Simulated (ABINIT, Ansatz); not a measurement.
# A GW chain in ABINIT: Sr2MgMoO6 (Fm-3m)

How does a plane-wave GW calculation on Sr2MgMoO6 (Fm-3m) run from the first input to the gap?

Program: ABINIT 10.8.3. Level of theory: LDA and many-body steps on it, plane waves. Results are calculated unless marked as measured.

## 1. The structure

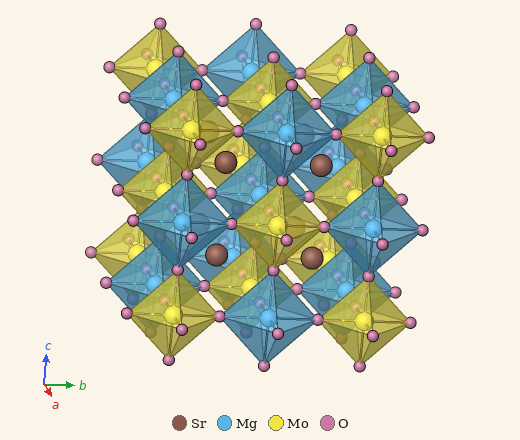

The cell as given, slightly off an axis (strontium brown, magnesium blue, molybdenum yellow, oxygen pink). This picture shows the conventional cell, with its axes. Some periodic images of atoms are drawn too.

The cell and positions are those that the Materials Project relaxed with its own functionals (PBE, PBE+U or r2SCAN), kept fixed.

## 2. Ground state

This step: ABINIT 10.8.3; DFT, LDA, plane waves, norm-conserving pseudopotentials.

The ground-state density comes first.

run.abi reads:

```
acell 3*1.0 Angstrom
rprim 
  0.000000000000 4.001502000000 4.001502000000
  4.001502000000 0.000000000000 4.001502000000
  4.001502000000 4.001502000000 -0.000000000000
ntypat 4
znucl 38 12 42 8
natom 10
typat 1 1 2 3 4 4 4 4 4 4
xred 
  0.250000000000 0.250000000000 0.250000000000
  0.750000000000 0.750000000000 0.750000000000
  0.500000000000 0.500000000000 0.500000000000
  -0.000000000000 0.000000000000 0.000000000000
  0.757256000000 0.242744000000 0.242744000000
  0.242744000000 0.757256000000 0.757256000000
  0.242744000000 0.757256000000 0.242744000000
  0.757256000000 0.242744000000 0.757256000000
  0.242744000000 0.242744000000 0.757256000000
  0.757256000000 0.757256000000 0.242744000000
pp_dirpath "pseudos"
pseudos "Sr.upf, Mg.upf, Mo.upf, O.upf"
ecut 38
ngkpt 4 4 4
nshiftk 1
shiftk 0 0 0
kptopt 1
chksymbreak 0
nband 49
occopt 1
tolvrs 1e-10
nstep 60
prtwf 0
optforces 0
optstress 0
indata_prefix "in"
outdata_prefix "out"
tmpdata_prefix "tmp"
```

Run with:

```console
$ OMP_NUM_THREADS=1 mpirun -n 4 abinit run.abi > log
```

Numbers of over 12 decimals in the logs are rounded to 6 here.

What it wrote:

```text
.Version 10.8.3 of ABINIT. v10.8.2 released Aug 2026.

 Symmetries : space group Fm -3 m (#225); Bravais cF (face-center cubic)
================================================================================
 Values of the parameters that define the memory need of the present run
     intxc =       0    ionmov =       0      iscf =       7    lmnmax =       6
     lnmax =       6     mgfft =      60  mpssoang =       3    mqgrid =    3001
     natom =      10  nloc_mem =       1    nspden =       1   nspinor =       1
    nsppol =       1      nsym =      48    n1xccc =    2501    ntypat =       4
    occopt =       1   xclevel =       1
-    mband =          49        mffmem =           1         mkmem =           2
       mpw =        9689          nfft =      216000          nkpt =           8
================================================================================
  Rough estimation (10% accuracy) of disk space for files :
================================================================================

--------------------------------------------------------------------------------
------------- Echo of variables that govern the present computation ------------
--------------------------------------------------------------------------------
 -outvars: echo values of preprocessed input variables --------
            acell      1.8897261259E+00  1.8897261259E+00  1.8897261259E+00 Bohr

      chksymbreak           0
             ecut      3.80000000E+01 Hartree
-          fftalg         312

              ixc       -1012
              kpt      0.00000000E+00  0.00000000E+00  0.00000000E+00
                       2.50000000E-01  0.00000000E+00  0.00000000E+00
                       5.00000000E-01  0.00000000E+00  0.00000000E+00
                       2.50000000E-01  2.50000000E-01  0.00000000E+00
                       5.00000000E-01  2.50000000E-01  0.00000000E+00
                      -2.50000000E-01  2.50000000E-01  0.00000000E+00
                       5.00000000E-01  5.00000000E-01  0.00000000E+00
                      -2.50000000E-01  5.00000000E-01  2.50000000E-01
         kptrlatt        4    0    0      0    4    0      0    0    4
          kptrlen      4.27756773E+01
P           mkmem           2
            natom          10
            nband          49
            ngfft          60      60      60
             nkpt           8
            nstep          60
             nsym          48
           ntypat           4
              occ      2.000000  2.000000  2.000000  2.000000  2.000000  2.000000
                       2.000000  2.000000  2.000000  2.000000  2.000000  2.000000
                       2.000000  2.000000  2.000000  2.000000  2.000000  2.000000
                       2.000000  2.000000  2.000000  2.000000  2.000000  2.000000
                       2.000000  2.000000  2.000000  2.000000  2.000000  2.000000
                       2.000000  2.000000  2.000000  2.000000  2.000000  2.000000
                       2.000000  2.000000  2.000000  2.000000  0.000000  0.000000
                       0.000000  0.000000  0.000000  0.000000  0.000000  0.000000
                       0.000000
        optforces           0
        optstress           0
            prtwf           0
            rprim      0.0000000000E+00  4.0015020000E+00  4.0015020000E+00
                       4.0015020000E+00  0.0000000000E+00  4.0015020000E+00
                       4.0015020000E+00  4.0015020000E+00 -0.0000000000E+00
          spgroup         225

           tolvrs      1.00000000E-10

             xred      2.5000000000E-01  2.5000000000E-01  2.5000000000E-01
                       7.5000000000E-01  7.5000000000E-01  7.5000000000E-01
[...]
znucl       38.00000   12.00000   42.00000    8.00000

================================================================================

 chkinp: Checking input parameters for consistency.

================================================================================
== DATASET  1 ==================================================================
-   mpi_nproc: 4, omp_nthreads: 1 (-1 if OMP is not activated)

--- !DatasetInfo
iteration_state: {dtset: 1, }
dimensions: {natom: 10, nkpt: 8, mband: 49, nsppol: 1, nspinor: 1, nspden: 1, mpw: 9689, }
cutoff_energies: {ecut:  38.0, pawecutdg:  -1.0, }
electrons: {nelect:   8.00000000E+01, charge:   0.00000000E+00, occopt:   1.00000000E+00, tsmear:   1.00000000E-02, }

 Real(R)+Recip(G) space primitive vectors, cartesian coordinates (Bohr,Bohr^-1):
 R(1)=  0.0000000  7.5617429  7.5617429  G(1)= -0.0661223  0.0661223  0.0661223
 R(2)=  7.5617429  0.0000000  7.5617429  G(2)=  0.0661223 -0.0661223  0.0661223
 R(3)=  7.5617429  7.5617429  0.0000000  G(3)=  0.0661223  0.0661223 -0.0661223
 Unit cell volume ucvol=  8.6476024E+02 bohr^3
 Angles (23,13,12)=  6.00000000E+01  6.00000000E+01  6.00000000E+01 degrees

 getcut: wavevector=  0.0000  0.0000  0.0000  ngfft=  60  60  60
         ecut(hartree)=     38.000   => boxcut(ratio)=   2.02189

--- Pseudopotential description ------------------------------------------------
- Sr Generated using ONCVPSP code by D. R. Hamann
- 38.00000  10.00000  180309                  znucl, zion, pspdat
12 -1012 2 -1 1812                            pspcod,pspxc,lmax,lloc,mmax
     nproj     2     2     2
  pspatm : epsatm=   12.22067766
[...]
--- l  ekb(1:nproj) -->
[...]
2   -1.033686
 pspatm: atomic psp has been read  and splines computed

   6.97626406E+03                                ecore*ucvol(ha*bohr**3)
--------------------------------------------------------------------------------

_setup2: Arith. and geom. avg. npw (full set) are    9674.922    9674.909

================================================================================

--- !BeginCycle
iteration_state: {dtset: 1, }
solver: {iscf: 7, nstep: 60, nline: 4, wfoptalg: 0, }
tolerances: {tolvrs: 1.00E-10, }

     iter   Etot(hartree)      deltaE(h)  residm     vres2
 ETOT  1  -296.32247074033    -2.963E+02 1.488E-01 7.870E+03
 ETOT  2  -290.10986291841     6.213E+00 4.829E-02 4.576E+04
 ETOT  3  -297.61535172733    -7.505E+00 3.390E-02 1.307E+03
 ETOT  4  -297.67200757460    -5.666E-02 7.016E-03 6.806E+02
 ETOT  5  -297.75990194000    -8.789E-02 5.678E-03 1.521E+01
 ETOT  6  -297.76066150120    -7.596E-04 5.041E-03 1.502E+01
 ETOT  7  -297.76239756787    -1.736E-03 1.041E-03 4.559E-01
 ETOT  8  -297.76243974050    -4.217E-05 9.249E-04 2.377E-03
 ETOT  9  -297.76244006735    -3.269E-07 3.507E-04 9.597E-05
 ETOT 10  -297.76244007696    -9.612E-09 4.594E-04 2.539E-05
 ETOT 11  -297.76244007912    -2.153E-09 3.476E-04 2.598E-06
 ETOT 12  -297.76244007938    -2.626E-10 5.218E-04 5.912E-10
 ETOT 13  -297.76244007940    -1.950E-11 2.487E-04 1.160E-10
 ETOT 14  -297.76244007941    -6.366E-12 4.986E-04 2.901E-12

 At SCF step   14       vres2   =  2.90E-12 < tolvrs=  1.00E-10 =>converged.

--- !ResultsGS
iteration_state: {dtset: 1, }
comment   : Summary of ground state results
lattice_vectors:
- [  0.0000000,   7.5617429,   7.5617429, ]
- [  7.5617429,   0.0000000,   7.5617429, ]
- [  7.5617429,   7.5617429,  -0.0000000, ]
lattice_lengths: [  10.69392,   10.69392,   10.69392, ]
lattice_angles: [ 60.000,  60.000,  60.000, ] # degrees, (23, 13, 12)
lattice_volume:   8.6476024E+02
convergence: {deltae: -6.366E-12, res2:  2.901E-12, residm:  4.986E-04, diffor:  0.000E+00, }
etotal    :  -2.97762440E+02
entropy   :   0.00000000E+00
fermie    :   2.14319133E-01
cartesian_stress_tensor: null
pressure_GPa: null
xred      :
- [  2.5000E-01,   2.5000E-01,   2.5000E-01, Sr]
- [  7.5000E-01,   7.5000E-01,   7.5000E-01, Sr]
- [  5.0000E-01,   5.0000E-01,   5.0000E-01, Mg]
- [  0.0000E+00,   0.0000E+00,   0.0000E+00, Mo]
- [  7.5726E-01,   2.4274E-01,   2.4274E-01,  O]
- [  2.4274E-01,   7.5726E-01,   7.5726E-01,  O]
- [  2.4274E-01,   7.5726E-01,   2.4274E-01,  O]
- [  7.5726E-01,   2.4274E-01,   7.5726E-01,  O]
- [  2.4274E-01,   2.4274E-01,   7.5726E-01,  O]
- [  7.5726E-01,   7.5726E-01,   2.4274E-01,  O]
cartesian_forces: null
force_length_stats: {min: null, max: null, mean: null, }

 Integrated electronic density in atomic spheres:
 ------------------------------------------------
 Atom  Sphere_radius  Integrated_density
[...]
================================================================================

 ----iterations are completed or convergence reached----

 Mean square residual over all n,k,spin=   33.550E-07; max=  49.863E-05
 reduced coordinates (array xred) for   10 atoms
[...]
0.242744000000      0.757256000000      0.757256000000
       0.242744000000      0.757256000000      0.242744000000
       0.757256000000      0.242744000000      0.757256000000
       0.242744000000      0.242744000000      0.757256000000
       0.757256000000      0.757256000000      0.242744000000
 rms dE/dt=  0.0000E+00; max dE/dt=  0.0000E+00; dE/dt below (all hartree)
    1       0.000000000000      0.000000000000      0.000000000000
    2       0.000000000000      0.000000000000      0.000000000000
    3       0.000000000000      0.000000000000      0.000000000000
    4       0.000000000000      0.000000000000      0.000000000000
    5       0.000000000000      0.000000000000      0.000000000000
    6       0.000000000000      0.000000000000      0.000000000000
    7       0.000000000000      0.000000000000      0.000000000000
    8       0.000000000000      0.000000000000      0.000000000000
    9       0.000000000000      0.000000000000      0.000000000000
   10       0.000000000000      0.000000000000      0.000000000000

 cartesian coordinates (angstrom) at end:
[...]
6      6.060323     4.001502     4.001502
    7      4.001502     1.942681     4.001502
    8      4.001502     6.060323     4.001502
    9      4.001502     4.001502     1.942681
   10      4.001502     4.001502     6.060323
 length scales=  1.889726125908  1.889726125908  1.889726125908 bohr
              =  1.000000000000  1.000000000000  1.000000000000 angstroms
 prteigrs : about to open file out_EIG
 Fermi (or HOMO) energy (hartree) =   0.21432   Average Vxc (hartree)=  -0.42294
 Eigenvalues (hartree) for nkpt=   8  k points:
 kpt#   1, nband= 49, wtk=  0.01563, kpt=  0.0000  0.0000  0.0000 (reduced coord)
  -2.41547   -2.05385   -1.21919   -1.21919   -1.21919   -1.10375   -1.10375   -1.10375
  -0.99173   -0.99010   -0.40914   -0.37645   -0.37645   -0.36065   -0.36065   -0.36065
  -0.33787   -0.33787   -0.33787   -0.33005   -0.33005   -0.33005    0.03453    0.06398
   0.06398    0.06398    0.06629    0.06629    0.10840    0.10840    0.10840    0.17343
   0.17343    0.17343    0.19559    0.19559    0.19559    0.21432    0.21432    0.21432
   0.29005    0.29005    0.29005    0.40416    0.40416    0.40987    0.45605    0.45605
   0.45605
 prteigrs : prtvol=0 or 1, do not print more k-points.

--- !EnergyTerms
iteration_state     : {dtset: 1, }
comment             : Components of total free energy in Hartree
kinetic             :  1.40111881816391E+02
hartree             :  6.96729227530672E+01
xc                  : -5.93769468345699E+01
Ewald energy        : -2.07113848834323E+02
psp_core            :  8.06728125796238E+00
local_psp           : -2.34096723362130E+02
non_local_psp       : -1.50270068758028E+01
total_energy        : -2.97762440079406E+02
total_energy_eV     : -8.10252876654649E+03
band_energy         : -3.07616140414711E+01

== END DATASET(S) ==============================================================
================================================================================

 -outvars: echo values of variables after computation  --------
           etotal     -2.9776244008E+02
            nband          49
             nkpt           8
          spgroup         225
 [... the other variables as echoed above ...]

 Calculation completed.
```

Wall time 2.2 min (4 MPI ranks of Arm Neoverse N1, shared host); peak memory 0.5 GiB; 8.7 min of CPU time.

Numbers from this step:

```yaml
total_energy: -8102.5288 eV
gap: 1.888 eV
k_of_the_valence_top: 0, 0, 0
k_of_the_conduction_bottom: 0.5, 0.5, 0
least_direct_gap: 1.966 eV
```

The gap is indirect, with the least direct gap 0.08 eV higher.

## 3. Empty states on the mesh, 2×2×2 mesh, 272 bands

The sums over transitions need many empty states on a uniform mesh; this step solves for them.

Changes to run.abi since step 2:

```diff
@@ -23,3 +23,3 @@
 ecut 38
-ngkpt 4 4 4
+ngkpt 2 2 2
 nshiftk 1
@@ -28,9 +28,10 @@
 chksymbreak 0
-nband 49
-occopt 1
-tolvrs 1e-10
+iscf -2
+irdden 1
+istwfk *1
+nband 272
+nbdbuf 24
+tolwfr 1e-09
 nstep 60
-prtwf 0
-optforces 0
-optstress 0
+prtvol 0
 indata_prefix "in"
```

What it wrote:

```text
.Version 10.8.3 of ABINIT. v10.8.2 released Aug 2026.

 Symmetries : space group Fm -3 m (#225); Bravais cF (face-center cubic)
[... echo of the input left out ...]
== DATASET  1 ==================================================================
-   mpi_nproc: 4, omp_nthreads: 1 (-1 if OMP is not activated)
-    --> not optimal distribution: autoparal keyword recommended in input file <--

--- !DatasetInfo
iteration_state: {dtset: 1, }
dimensions: {natom: 10, nkpt: 3, mband: 272, nsppol: 1, nspinor: 1, nspden: 1, mpw: 9721, }
cutoff_energies: {ecut:  38.0, pawecutdg:  -1.0, }
electrons: {nelect:   8.00000000E+01, charge:   0.00000000E+00, occopt:   1.00000000E+00, tsmear:   1.00000000E-02, }

 Real(R)+Recip(G) space primitive vectors, cartesian coordinates (Bohr,Bohr^-1):
 R(1)=  0.0000000  7.5617429  7.5617429  G(1)= -0.0661223  0.0661223  0.0661223
 R(2)=  7.5617429  0.0000000  7.5617429  G(2)=  0.0661223 -0.0661223  0.0661223
 R(3)=  7.5617429  7.5617429  0.0000000  G(3)=  0.0661223  0.0661223 -0.0661223
 Unit cell volume ucvol=  8.6476024E+02 bohr^3
 Angles (23,13,12)=  6.00000000E+01  6.00000000E+01  6.00000000E+01 degrees

 getcut: wavevector=  0.0000  0.0000  0.0000  ngfft=  60  60  60
         ecut(hartree)=     38.000   => boxcut(ratio)=   2.02189

--- Pseudopotential description ------------------------------------------------
- Sr Generated using ONCVPSP code by D. R. Hamann
- 38.00000  10.00000  180309                  znucl, zion, pspdat
12 -1012 2 -1 1812                            pspcod,pspxc,lmax,lloc,mmax
     nproj     2     2     2
  pspatm : epsatm=   12.22067766
         --- l  ekb(1:nproj) -->
             0   10.067142    1.054393
             1    7.520551    1.675795
             2    4.085003    0.971115
 pspatm: atomic psp has been read  and splines computed

- Mg Generated using ONCVPSP code by D. R. Hamann
- 12.00000  10.00000  180309                  znucl, zion, pspdat
12 -1012 1 -1 1510                            pspcod,pspxc,lmax,lloc,mmax
     nproj     2     2     0
  pspatm : epsatm=    9.23542517
         --- l  ekb(1:nproj) -->
[...]
pspatm: atomic psp has been read  and splines computed

- Mo Generated using ONCVPSP code by D. R. Hamann
- 42.00000  14.00000  180309                  znucl, zion, pspdat
12 -1012 2 -1 1602                            pspcod,pspxc,lmax,lloc,mmax
     nproj     2     2     2
  pspatm : epsatm=   15.87300509
         --- l  ekb(1:nproj) -->
[...]
pspatm: atomic psp has been read  and splines computed

- O Generated using ONCVPSP code by D. R. Hamann
-  8.00000   6.00000  201201                  znucl, zion, pspdat
12 -1012 2 -1 926                             pspcod,pspxc,lmax,lloc,mmax
     nproj     2     2     1
  pspatm : epsatm=    6.27558587
         --- l  ekb(1:nproj) -->
[...]
2   -1.033686
[...]
-2.4155E+00 -2.0539E+00 -1.2192E+00 -1.2192E+00 -1.2192E+00 -1.1038E+00
 -1.1038E+00 -1.1038E+00 -9.9173E-01 -9.9010E-01 -4.0914E-01 -3.7645E-01
 -3.7645E-01 -3.6065E-01 -3.6065E-01 -3.6065E-01 -3.3787E-01 -3.3787E-01
[...]
2.9637E+00  2.9637E+00  2.9640E+00  2.9661E+00  2.9662E+00  2.9663E+00
  2.9811E+00  2.9812E+00  2.9819E+00  2.9921E+00  2.9924E+00  2.9947E+00
  2.9972E+00  3.0107E+00
 prteigrs : prtvol=0 or 1, do not print more k-points.

--- !ResultsGS
iteration_state: {dtset: 1, }
comment   : Summary of ground state results
lattice_vectors:
- [  0.0000000,   7.5617429,   7.5617429, ]
- [  7.5617429,   0.0000000,   7.5617429, ]
- [  7.5617429,   7.5617429,  -0.0000000, ]
lattice_lengths: [  10.69392,   10.69392,   10.69392, ]
lattice_angles: [ 60.000,  60.000,  60.000, ] # degrees, (23, 13, 12)
lattice_volume:   8.6476024E+02
convergence: {deltae:  0.000E+00, res2:  0.000E+00, residm:  9.963E-10, diffor:  0.000E+00, }
etotal    :  -2.97762440E+02
entropy   :   0.00000000E+00
fermie    :   2.14319133E-01
cartesian_stress_tensor: null
pressure_GPa: null
xred      :
- [  2.5000E-01,   2.5000E-01,   2.5000E-01, Sr]
- [  7.5000E-01,   7.5000E-01,   7.5000E-01, Sr]
- [  5.0000E-01,   5.0000E-01,   5.0000E-01, Mg]
- [  0.0000E+00,   0.0000E+00,   0.0000E+00, Mo]
- [  7.5726E-01,   2.4274E-01,   2.4274E-01,  O]
- [  2.4274E-01,   7.5726E-01,   7.5726E-01,  O]
- [  2.4274E-01,   7.5726E-01,   2.4274E-01,  O]
- [  7.5726E-01,   2.4274E-01,   7.5726E-01,  O]
- [  2.4274E-01,   2.4274E-01,   7.5726E-01,  O]
- [  7.5726E-01,   7.5726E-01,   2.4274E-01,  O]
cartesian_forces: null
force_length_stats: {min: null, max: null, mean: null, }

 Integrated electronic density in atomic spheres:
 ------------------------------------------------
 Atom  Sphere_radius  Integrated_density
[...]
================================================================================

 ----iterations are completed or convergence reached----

 Mean square residual over all n,k,spin=   36.870E-11; max=  99.631E-11
 reduced coordinates (array xred) for   10 atoms
[...]
0.242744000000      0.242744000000      0.757256000000
       0.757256000000      0.757256000000      0.242744000000

 cartesian coordinates (angstrom) at end:
    1      2.000751     2.000751     2.000751
    2      6.002253     6.002253     6.002253
    3      4.001502     4.001502     4.001502
[...]
9      4.001502     4.001502     1.942681
   10      4.001502     4.001502     6.060323
 length scales=  1.889726125908  1.889726125908  1.889726125908 bohr
              =  1.000000000000  1.000000000000  1.000000000000 angstroms
 prteigrs : about to open file out_EIG
 Eigenvalues (hartree) for nkpt=   3  k points:
 kpt#   1, nband=272, wtk=  0.12500, kpt=  0.0000  0.0000  0.0000 (reduced coord)
[...]
2.93936    2.93937    2.96373    2.96373    2.96397    2.96614    2.96620    2.96634
   2.98113    2.98122    2.98190    2.99213    2.99242    2.99475    2.99717    3.01068
 prteigrs : prtvol=0 or 1, do not print more k-points.

== END DATASET(S) ==============================================================
================================================================================

 -outvars: echo values of variables after computation  --------
            nband         272
             nkpt           3
          spgroup         225
 [... the other variables as echoed above ...]

 Calculation completed.
```

Run time: 4.8 min. Hardware: 4 MPI ranks; peak memory 0.44 GiB; 19 min of CPU time.

This step gave:

```yaml
gap: 1.888 eV
k_of_the_valence_top: 0, 0, 0
k_of_the_conduction_bottom: 0.5, 0.5, 0
least_direct_gap: 1.966 eV
k_points_computed: 3
lowest_point_of_the_top_converged_band_above_the_valence_top: 71.5363 eV
```

On this mesh the gap is 1.888 eV.

[end of part 1 of 2]

[Paths, hosts, dates, memory and timing lines, banners, echoed tables and standing remarks are left out of the program output.]

[Logs are printed without paths, hosts, clocks, repeated set-up lines and the standing remarks that a program may print on its own settings, such as how far it seeks lower states.]

[Runs of the session that timed out or met a known fault of the program may be left out.]

[Hosts, paths, dates, database ids (printed as entryN), source tags and the programs' standing remarks are cut or masked in the printed files.]

[G0W0 gaps are taken among the corrected bands and points alone; a level outside them can change the order at an edge.]

[Where Ansatz stands beside ABINIT at settings called matched, ABINIT's density can come from a denser mesh and the files from another edition; pairs whose starting gaps differed by over 0.03 eV were left out, so agreement reads better than it is.]
